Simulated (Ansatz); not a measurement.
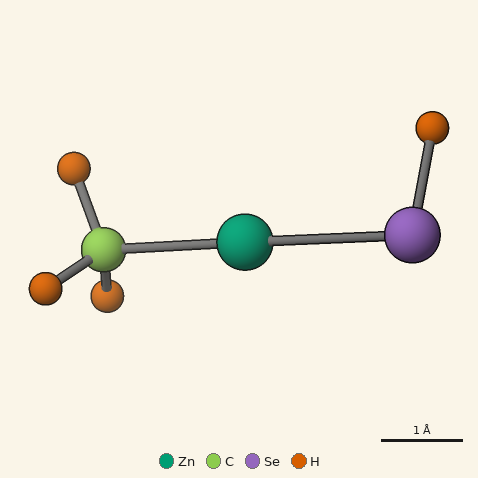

Every bond is drawn as one stick, whatever its order.

Computed geometry: PBE0-D4/def2-TZVP optimisation.

**Count the atoms of each element.**

CH4SeZn, 7 atoms: 1 carbon, 4 hydrogen, 1 selenium and 1 zinc.

**Count the bonded pairs by element.**

3 C–H, 1 C–Zn, 1 Se–Zn, 1 Se–H. Sticks follow a distance rule.

The parts below concern this one geometry. Atoms keep their numbers from picture to picture.

## Shape

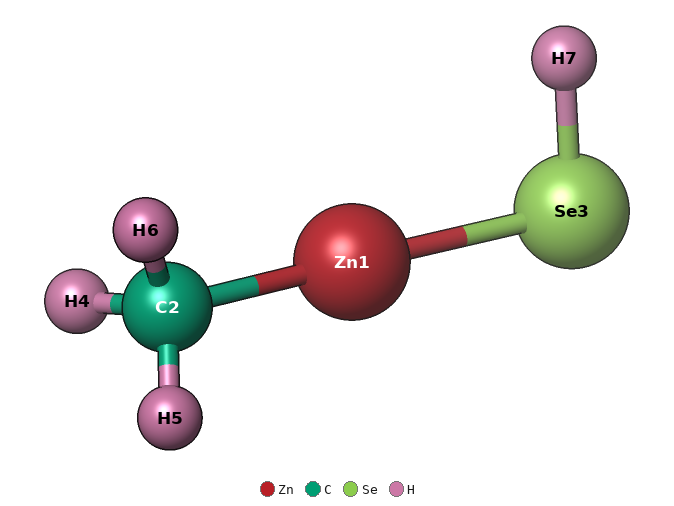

Atoms carry their numbers in the input.

List the bonds and their lengths.

```csv
bond,length (Å)
Zn1–C2,1.937
Zn1–Se3,2.301
C2–H4,1.092
C2–H5,1.092
C2–H6,1.092
Se3–H7,1.470
```

## Electronic properties

Method: RKS PBE0-D4/def2-TZVP (Ansatz 0.2.0).

Predict the main results.

- dipole moment: 1.67 D
- dispersion correction: −9.0 kJ/mol

## Vibrations

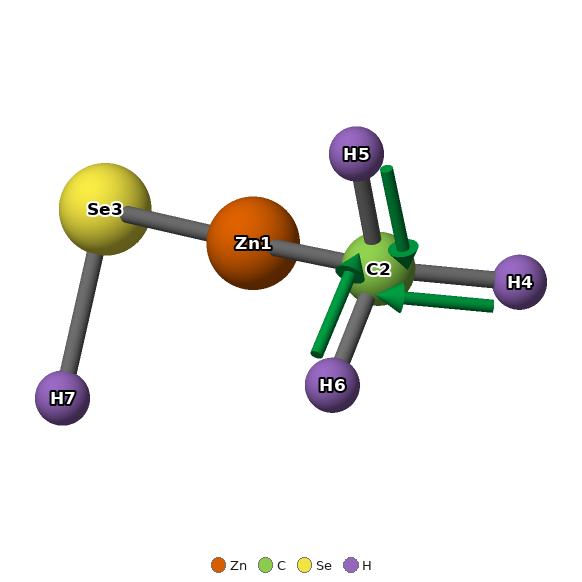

The arrows show one normal mode. Harmonic vibrations computed with RKS PBE0-D4/def2-TZVP (Ansatz 0.2.0) at a stationary point of the same level.

**Describe the motion.**

Mostly in-phase stretching of 3 C–H bonds.

**Estimate its harmonic wavenumber.**

3053 cm⁻¹; it is mode 13 of 15 counted from the lowest.

## Charges

The questions are on Mulliken charges. Properties computed with RKS PBE0-D4/def2-TZVP (Ansatz 0.2.0).

Give the Mulliken charges atom by atom.

```csv
atom,value (e)
Zn1,0.38
C2,−0.59
Se3,−0.35
H4,0.14
H5,0.14
H6,0.14
H7,0.13
```

Mulliken values depend strongly on the basis set and can even reverse the polarity of a bond.
